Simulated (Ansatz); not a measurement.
**CHBCl (sextet): trial inputs and their diagnosis**

2 inputs are run for CHBCl (sextet) as typed; the log has to tell whether the result can be used and what must change.

Computed with Ansatz 0.2.0, Gaussian basis. Level: the settings change from run to run.

26 further runs of the same task are left out: 9 that didn't finish, 17 set aside as unsound or not needed.

## (1) The system

The geometry is a PBE0/def2-TZVP stationary point (not a proven minimum) of the parent state, kept for this charge and spin.

4 atoms, charge 0, spin multiplicity 6.

Atoms are counted from 1 here; the program's logs count them from 0.

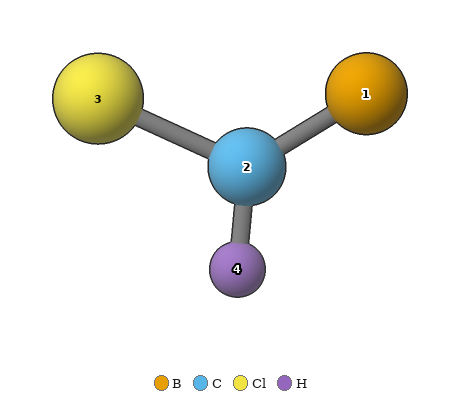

The geometry (boron amber, carbon blue, chlorine yellow, hydrogen purple); atoms are numbered from 1 in the order of the file.

Geometry (Å):

```xyz
4

B     0.0000   -0.4495    1.9288
C     0.0000    0.4656    0.7691
Cl    0.0000   -0.0648   -0.8713
H     0.0000    1.5530    0.7950
```

## (2) Input 1

Contents of in.yaml:

```yaml
crystal:
  periodic: [false, false, false]
  atoms:
    - {symbol: B, position_ang: [0.000000, -0.449484, 1.928752]}
    - {symbol: C, position_ang: [0.000000, 0.465571, 0.769072]}
    - {symbol: Cl, position_ang: [0.000000, -0.064811, -0.871300]}
    - {symbol: H, position_ang: [0.000000, 1.552953, 0.795047]}
basis:
  gaussian: {orbitals: def2-mTZVP}
magnetization: {spin_polarized: true, initial_magnetization: 6}
correlation: {method: ccsd_t, electrons: outside_noble_gas}
accuracy: high
output: {forces: true}
```

Started as:

```console
> ansatz run in.yaml --threads 1 --pin off --events-out ev --progress --plain --max-ram 2393MiB
```

Standard output:

```text
Error: a molecule whose nuclei and cores have a total charge of 29 cannot have a net charge of 0 together with 6 unpaired electrons
```

Run time: 0.03 s. Hardware: 1 thread of Intel Xeon Platinum 8488C, shared host.

**Diagnosis.** The run was refused. The number of unpaired electrons doesn't fit the electron count. To mend it, make charge and initial_magnetization agree.

## (3) Input 2

Contents of in.yaml:

```yaml
crystal:
  periodic: [false, false, false]
  atoms:
    - {symbol: B, position_ang: [0.000000, -0.449484, 1.928752]}
    - {symbol: C, position_ang: [0.000000, 0.465571, 0.769072]}
    - {symbol: Cl, position_ang: [0.000000, -0.064811, -0.871300]}
    - {symbol: H, position_ang: [0.000000, 1.552953, 0.795047]}
basis:
  gaussian: {orbitals: cc-pVDZ}
magnetization: {spin_polarized: false, initial_magnetization: 5}
correlation: {method: fic_mrcisd_q, electrons: outside_noble_gas, active_space: {window: {electrons: 11, orbitals: 2}}}
accuracy: high
```

Same command.

Standard output:

```text
Functional definition: HF
  name "HF"
  cite "Fock, Z. Phys. 61, 126 (1930) doi:10.1007/BF01340294"
  parent pbe
  exchange = exact_x
  correlation = 0
1129 factors; integrals over basis functions are off by at most 4.0e-9 eV
mean field evaluation 1: about -14206.6596 eV, gradient 2.2e1 eV
mean field evaluation 2: about -14206.7837 eV, gradient 2.2e1 eV
mean field evaluation 4: about -14210.2743 eV, gradient 4.5e0 eV
mean field evaluation 8: about -14210.5006 eV, gradient 1.3e0 eV
mean field evaluation 16: about -14210.5192 eV, gradient 1.2e-8 eV
mean field evaluation 32: about -14209.7269 eV, gradient 2.7e-8 eV
mean field evaluation 64: about -14209.7979 eV, gradient 5.5e-1 eV
mean field evaluation 96: about -14210.4922 eV, gradient 1.9e0 eV
mean field evaluation 128: about -14209.7269 eV, gradient 2.1e-4 eV
mean field -14210.51921654 eV, -522.2269489720 hartree, gradient 3.7e-8 eV, S^2 8.750000; 13 other end points of the search recorded, 0 dependent functions left out
reference -14210.51921654 eV, -522.2269489720 hartree; 17, 12 occupied and 34, 39 virtual orbitals, 1129 factors
Error: 11 electrons in 2 orbitals form no window around the highest filled level of the reference
```

Run time: 2.5 s. Hardware: 1 thread of Intel Xeon Platinum 8488C, shared host.

What is wrong: The run stopped with an error. The active window can't be built from these electrons and orbitals. Cure: choose counts that fit the spin, the electrons and the basis.

## (4) Summary

```
input                      level                ended                                                               cause    time
    1  CCSD(T) on UHF/def2-mTZVP              refused     the number of unpaired electrons doesn't fit the electron count  0.03 s
    2     MRCISD+Q(11,2)/cc-pVDZ  stopped by an error  the active window can't be built from these electrons and orbitals   2.5 s
```

1 refused, 1 stopped by an error.
